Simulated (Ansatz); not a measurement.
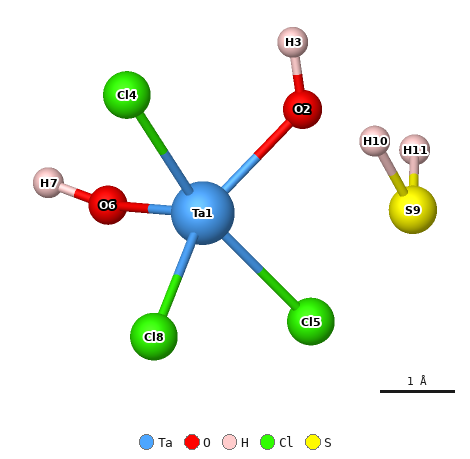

Fig. 1: The structure as given in the input (ball-and-stick view, seen at a tilt; atoms are numbered from 1 in the order of the input). Sticks mark near contacts. Bond lengths as drawn: Cl–Ta 2.34 to 2.40 Å, H–O 0.95 Å, H–S 1.34 to 1.37 Å and O–Ta 1.83 to 1.97 Å.

**TaH4SCl3O2: geometry relaxation (part 1 of 2)**

TaH4SCl3O2, computed with RHF/def2-SVP (Ansatz 0.2.0).

It belongs to a series of runs on one base structure; here: end point A relaxed. Figures and captions count atoms from 1; the log counts them from 0 in places.

### Output
```
The last accepted step is kept in [file] (removed where the run ends without a failure and the disk answers)
Engine: ansatz 0.2.0, x86_64-unknown-linux-gnu
Functional definition: HF
  exchange = exact_x
  correlation = 0
1539 factors; integrals over basis functions are off by at most 4.0e-4 eV
mean field evaluation 1: about -53981.2824 eV, gradient 5.9e1 eV
mean field evaluation 2: about -53981.4835 eV, gradient 5.9e1 eV
mean field evaluation 4: about -53989.1342 eV, gradient 4.7e0 eV
mean field evaluation 8: about -53989.2336 eV, gradient 5.4e-1 eV
mean field -53989.23506455 eV, -1984.0677934044 hartree, gradient 2.8e-5 eV, S^2 0.000000; 0 other end points of the search recorded, 0 dependent functions left out
the calculation of the forces begins
reference -53989.23506455 eV, -1984.0677934044 hartree; 50, 50 occupied and 102, 102 virtual orbitals, 1539 factors
relax step   1: F+E_penalty+E_count = -53989.23506455 eV  Δ(F+E_penalty+E_count) = +0.000e0 eV  max|allowed force component| = 1.545e0 eV/Å  Δτ_max = 0.0000 Å  (39 SCF iters, accepted)
these checks for a lower state are left out or cut short: starts, cluster_reference, orbital_swaps, neighbouring_geometries, increment
1539 factors; integrals over basis functions are off by at most 2.8e-4 eV
mean field evaluation 16: about -53989.0142 eV, gradient 9.0e-1 eV
mean field -53989.35097496 eV, -1984.0720530335 hartree, gradient 1.6e-5 eV, S^2 0.000000; 0 other end points of the search recorded, 0 dependent functions left out
[... from here on the field's lines of each further geometry are left out, up to the last ...]
relax step   2: F+E_penalty+E_count = -53989.35097496 eV  Δ(F+E_penalty+E_count) = -1.159e-1 eV  max|allowed force component| = 5.781e-1 eV/Å  Δτ_max = 0.1947 Å  (39 SCF iters, accepted)
relax step   3: F+E_penalty+E_count = -53989.37797945 eV  Δ(F+E_penalty+E_count) = -2.700e-2 eV  max|allowed force component| = 9.971e-1 eV/Å  Δτ_max = 0.1940 Å  (40 SCF iters, accepted)
relax step   4: F+E_penalty+E_count = -53989.41678329 eV  Δ(F+E_penalty+E_count) = -3.880e-2 eV  max|allowed force component| = 3.103e-1 eV/Å  Δτ_max = 0.1599 Å  (40 SCF iters, accepted)
relax step   5: F+E_penalty+E_count = -53989.43778174 eV  Δ(F+E_penalty+E_count) = -2.100e-2 eV  max|allowed force component| = 2.452e-1 eV/Å  Δτ_max = 0.0761 Å  (39 SCF iters, accepted)
relax step   6: F+E_penalty+E_count = -53989.45299612 eV  Δ(F+E_penalty+E_count) = -1.521e-2 eV  max|allowed force component| = 8.036e-1 eV/Å  Δτ_max = 0.1951 Å  (39 SCF iters, accepted)
relax step   7: F+E_penalty+E_count = -53989.49872046 eV  Δ(F+E_penalty+E_count) = -4.572e-2 eV  max|allowed force component| = 6.392e-1 eV/Å  Δτ_max = 0.1948 Å  (38 SCF iters, accepted)
relax step   8: F+E_penalty+E_count = -53989.50813970 eV  Δ(F+E_penalty+E_count) = -9.419e-3 eV  max|allowed force component| = 2.841e-1 eV/Å  Δτ_max = 0.1944 Å  (39 SCF iters, accepted)
relax step   9: F+E_penalty+E_count = -53989.52697222 eV  Δ(F+E_penalty+E_count) = -1.883e-2 eV  max|allowed force component| = 3.095e-1 eV/Å  Δτ_max = 0.1088 Å  (40 SCF iters, accepted)
relax step  10: F+E_penalty+E_count = -53989.52153437 eV  Δ(F+E_penalty+E_count) = +5.438e-3 eV  max|allowed force component| = 2.923e-1 eV/Å  Δτ_max = 0.2000 Å  (40 SCF iters, rejected (line search))
relax step  11: F+E_penalty+E_count = -53989.54239574 eV  Δ(F+E_penalty+E_count) = -1.542e-2 eV  max|allowed force component| = 1.163e-1 eV/Å  Δτ_max = 0.0973 Å  (39 SCF iters, accepted)
relax step  12: F+E_penalty+E_count = -53989.54772480 eV  Δ(F+E_penalty+E_count) = -5.329e-3 eV  max|allowed force component| = 2.158e-1 eV/Å  Δτ_max = 0.1000 Å  (38 SCF iters, accepted)
relax step  13: F+E_penalty+E_count = -53989.54973350 eV  Δ(F+E_penalty+E_count) = -2.009e-3 eV  max|allowed force component| = 1.889e-1 eV/Å  Δτ_max = 0.1500 Å  (39 SCF iters, accepted)
relax step  14: F+E_penalty+E_count = -53989.55504961 eV  Δ(F+E_penalty+E_count) = -5.316e-3 eV  max|allowed force component| = 1.276e-1 eV/Å  Δτ_max = 0.1411 Å  (40 SCF iters, accepted)
relax step  15: F+E_penalty+E_count = -53989.55462171 eV  Δ(F+E_penalty+E_count) = +4.279e-4 eV  max|allowed force component| = 3.348e-1 eV/Å  Δτ_max = 0.0614 Å  (39 SCF iters, rejected (line search))
relax step  16: F+E_penalty+E_count = -53989.55684953 eV  Δ(F+E_penalty+E_count) = -1.800e-3 eV  max|allowed force component| = 3.102e-2 eV/Å  Δτ_max = 0.0301 Å  (40 SCF iters, accepted)
the calculation of the forces begins
reference -53989.55737581 eV, -1984.0796381247 hartree; 50, 50 occupied and 102, 102 virtual orbitals, 1540 factors
relax step  17: F+E_penalty+E_count = -53989.55737581 eV  Δ(F+E_penalty+E_count) = -5.263e-4 eV  max|allowed force component| = 2.907e-2 eV/Å  Δτ_max = 0.0350 Å  (40 SCF iters, accepted)
1540 factors; integrals over basis functions are off by at most 2.9e-4 eV
mean field evaluation 160: about -53989.5574 eV, gradient 1.9e-5 eV
```

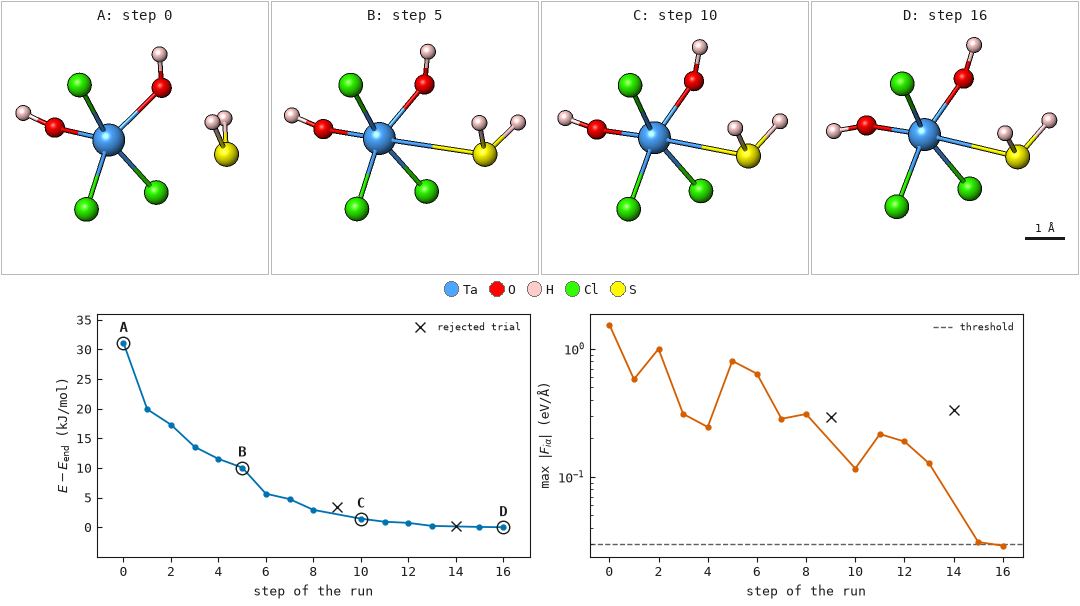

Fig. 2: Frames of the relaxation (ball-and-stick view, seen at a tilt) above the curves, on which the letters mark them (the first geometry is step 0 here and step 1 in the log).

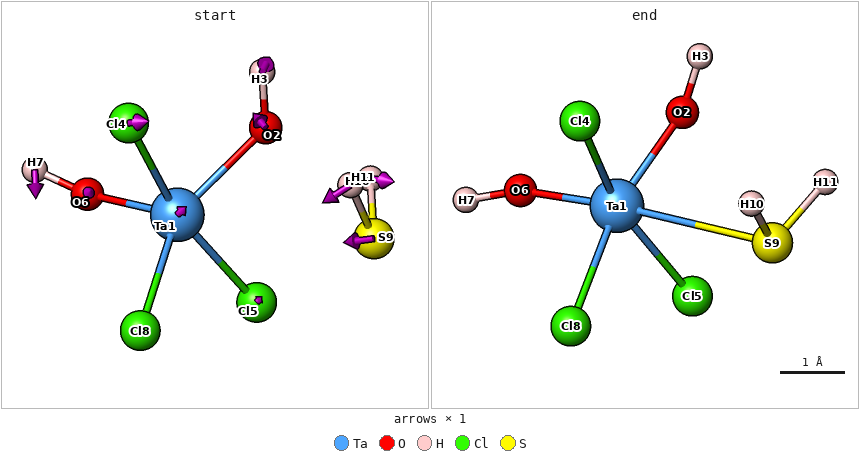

Fig. 3: Before (left) and after (right) the relaxation, at one scale (ball-and-stick view, seen at a tilt). The pink arrows give the displacements, at true length. Over 16 geometry steps the energy falls by 31.1 kJ/mol. The largest force component goes from 1.5 to 0.029 eV/Å. The line search rejected the trial steps at points 9, 14 (counted from 0) and went back. The atom that moves furthest after the best rigid fit is S9 (0.56 Å). Largest moves by element: S 0.56 Å, H 0.55 Å, Cl 0.42 Å, O 0.39 Å, Ta 0.22 Å. Among the contacts that change: Ta1–S9 3.697 → 3.014 Å, Ta1–O2 1.970 → 1.878 Å, Ta1–Cl8 2.337 → 2.389 Å, S9–H11 1.369 → 1.335 Å. Among the angles that change: Ta1–O2–H3 123.9° → 146.5°, O2–Ta1–Cl8 142.4° → 160.5°, O6–Ta1–Cl8 107.1° → 97.8°. (Atoms are counted from 1 in the order of the input.)

```
mean field -53989.55737581 eV, -1984.0796381247 hartree, gradient 1.9e-5 eV, S^2 0.000000; 1 other end points of the search recorded, 0 dependent functions left out
the calculation of the forces begins
reference -53989.55737581 eV, -1984.0796381247 hartree; 50, 50 occupied and 102, 102 virtual orbitals, 1540 factors
Total energy: -53989.55737581 eV, -1984.0796381247 hartree
Atom 0 at    -0.025365    -0.030040    -0.042539 Å, force     0.029065     0.012887     0.013898 eV/Å
Atom 1 at     1.799329     0.405415     0.052588 Å, force    -0.024887    -0.001980    -0.003989 eV/Å
Atom 2 at     2.593882     0.357097     0.558359 Å, force     0.004112    -0.001838    -0.003236 eV/Å
Atom 3 at     0.289342    -1.121884     2.081711 Å, force    -0.002757    -0.012909     0.011665 eV/Å
Atom 4 at    -0.037501     0.397744    -2.372848 Å, force    -0.000762     0.005259    -0.009949 eV/Å
Atom 5 at    -0.793255     1.520739     0.545058 Å, force    -0.000826     0.010017    -0.009683 eV/Å
Atom 6 at    -1.453576     2.150533     0.785868 Å, force     0.001286    -0.011307    -0.001219 eV/Å
Atom 7 at    -2.024288    -1.320592    -0.261683 Å, force    -0.005935    -0.000801     0.001872 eV/Å
Atom 8 at     1.064758    -2.639043    -1.086349 Å, force     0.007980    -0.004474     0.000278 eV/Å
Atom 9 at     1.141748    -3.336124     0.049752 Å, force    -0.000250     0.004802    -0.002163 eV/Å
Atom 10 at     2.371226    -2.368846    -1.146016 Å, force    -0.007026     0.000345     0.002526 eV/Å
Dipole moment:     0.707473     0.117028     0.251911 e Å
```

### Trajectory as extended XYZ (Å, eV, eV/Å), 17 frames, from step=1 to step=17
```
11
Properties=species:S:1:pos:R:3:forces:R:3 step=1 energy=-53989.23507
Ta   -0.2215    0.0634   -0.0846    1.4608   0.0176  -0.0274
O     1.7479    0.0582   -0.1262   -1.5451   0.2145   0.1520
H     2.2924    0.0031    0.6473   -0.0159  -0.0033  -0.0370
Cl    0.0655   -0.7665    2.1438   -0.0005  -0.0102   0.0297
Cl   -0.1671    0.4270   -2.3992    0.0072  -0.0034  -0.0152
O    -0.8388    1.7038    0.4339    0.0316  -0.0866   0.0385
H    -1.1114    2.3585    1.0588   -0.0068   0.0345  -0.0380
Cl   -2.0820   -1.3358   -0.2942   -0.0008   0.0096  -0.0051
S     1.4202   -3.0521   -1.2088    0.4528   0.7907   0.1458
H     1.6483   -3.5214    0.0203   -0.0057  -0.0040   0.0010
H     2.1728   -1.9231   -1.0272   -0.3777  -0.9595  -0.2443
11
Properties=species:S:1:pos:R:3:forces:R:3 step=2 energy=-53989.35098
Ta   -0.2114    0.0806   -0.0681    0.1553   0.1319  -0.2095
O     1.6942    0.1341   -0.1010   -0.1583  -0.0216   0.3234
H     2.2453    0.0273    0.6637    0.0653   0.0266  -0.1410
Cl    0.0677   -0.7570    2.1613    0.0277  -0.0529   0.0681
Cl   -0.1600    0.4333   -2.3867   -0.0201   0.0071  -0.0932
O    -0.8478    1.7144    0.4417   -0.0182   0.0642   0.1309
H    -1.1256    2.3744    1.0585    0.0017   0.0275  -0.0584
Cl   -2.0705   -1.3206   -0.2867   -0.0953  -0.1415   0.0015
S     1.4112   -3.0883   -1.2190    0.3242   0.5462   0.1174
H     1.6410   -3.5289    0.0209    0.0045  -0.0094  -0.0147
H     2.2822   -2.0544   -1.1207   -0.2868  -0.5781  -0.1246
11
Properties=species:S:1:pos:R:3:forces:R:3 step=3 energy=-53989.37798
Ta   -0.2241    0.1007   -0.0792    0.0705  -0.1878  -0.0663
O     1.6675    0.1565   -0.0673    0.0690   0.1248   0.1797
H     2.2259    0.0283    0.6895    0.0023   0.0161  -0.1887
Cl    0.0671   -0.7636    2.1503   -0.0812  -0.0040   0.0486
Cl   -0.1816    0.4445   -2.4071   -0.0016   0.0089   0.0467
O    -0.8522    1.7347    0.4481   -0.0492  -0.0123   0.0635
H    -1.1260    2.3965    1.0646    0.0072   0.0242  -0.0540
Cl   -2.0709   -1.3421   -0.2855   -0.0067   0.0372   0.0034
S     1.3280   -3.0197   -1.1706    0.9971   0.6361   0.3150
H     1.6798   -3.5441    0.0167   -0.1743   0.0587  -0.2272
H     2.4129   -2.1765   -1.1958   -0.8331  -0.7019  -0.1209
11
Properties=species:S:1:pos:R:3:forces:R:3 step=4 energy=-53989.41678
Ta   -0.2185    0.1012   -0.0561    0.0640   0.0428  -0.1264
O     1.6747    0.2020   -0.0504   -0.0786  -0.0196   0.3039
H     2.2496    0.0569    0.6904    0.0151   0.0296  -0.1736
Cl    0.0369   -0.7585    2.1814    0.0384   0.0199  -0.0584
Cl   -0.1758    0.4496   -2.3821   -0.0167  -0.0104   0.0169
O    -0.8758    1.7321    0.4485    0.0095  -0.0822   0.0873
H    -1.1565    2.4033    1.0517    0.0085   0.0122  -0.0586
Cl   -2.0698   -1.3356   -0.2673    0.0086  -0.0270  -0.0270
S     1.3544   -3.0298   -1.1987    0.2815   0.2344   0.2014
H     1.6250   -3.5111    0.0241   -0.0201   0.0618  -0.1796
H     2.4821   -2.2951   -1.2776   -0.3103  -0.2614   0.0141
11
Properties=species:S:1:pos:R:3:forces:R:3 step=5 energy=-53989.43778
Ta   -0.1984    0.0985   -0.0716   -0.1008  -0.0071   0.0344
O     1.6876    0.2432   -0.0432    0.0086   0.0144   0.2452
H     2.2843    0.0934    0.6783    0.0064   0.0289  -0.1536
Cl    0.0538   -0.7730    2.1603    0.0473  -0.0488  -0.0318
Cl   -0.1580    0.4539   -2.3938    0.0041   0.0135  -0.0469
O    -0.8971    1.6999    0.4647    0.0688  -0.0095  -0.0131
H    -1.1823    2.3663    1.0706    0.0081   0.0088  -0.0480
Cl   -2.0741   -1.3125   -0.2877    0.0345  -0.0683  -0.0239
S     1.3159   -2.9886   -1.1549   -0.1214   0.0396   0.1180
H     1.6092   -3.5003    0.0468    0.0039   0.0537  -0.0985
H     2.4855   -2.3657   -1.3056    0.0404  -0.0253   0.0183
11
Properties=species:S:1:pos:R:3:forces:R:3 step=6 energy=-53989.45300
Ta   -0.1810    0.0712   -0.0709    0.0778  -0.1009   0.0046
O     1.6957    0.2761   -0.0201    0.0834   0.1439   0.2675
H     2.3220    0.1233    0.6754   -0.0527   0.0246  -0.1801
Cl    0.0773   -0.8296    2.1485    0.0077  -0.0236   0.0014
Cl   -0.1390    0.4413   -2.3925    0.0123  -0.0087  -0.0909
O    -0.9010    1.6659    0.4532    0.0319   0.0155   0.0796
H    -1.1867    2.3461    1.0433    0.0081   0.0003  -0.0608
Cl   -2.0645   -1.3354   -0.2992   -0.0210  -0.0711  -0.0123
S     1.2239   -2.8341   -1.0792    0.8036  -0.0248   0.1322
H     1.5826   -3.4786    0.0469   -0.2181   0.1625  -0.2157
H     2.4971   -2.4312   -1.3414   -0.7329  -0.1176   0.0743
```
